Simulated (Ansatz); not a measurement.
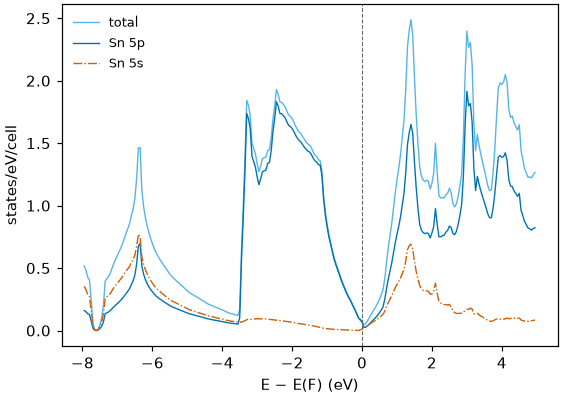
Total and projected density of states of Sn (diamond, space group No. 227), plane-wave PAW LDA (Ansatz code)

**Question.** Which orbitals carry the states next to the Fermi level?

**Answer.** Within 0.5 eV of the Fermi level: Sn 5p 80 %, Sn 5s 18 %. Projections are on Löwdin-orthogonalised atomic valence shells; empty p or d shells of many metals are not among them.

**Question.** Where is the tallest occupied peak in this window, and what makes it?

**Answer.** Near -2.4 eV, about 1.9 states/eV per cell; the largest projected share is Sn 5p.

Space group Fd-3m (diamond). This is a known low-temperature phase of the composition, computed here at zero pressure and temperature. The LDA relaxation kept the symmetry of its start; its stability against distortions is not shown here. Spin–orbit coupling is left out wherever it is not named.

Potentials: the earlier of the program's two PAW sets. The files were generated under PBE; for other functionals the program regenerates the frozen cores, and for LDA and PBEsol the local potential too.
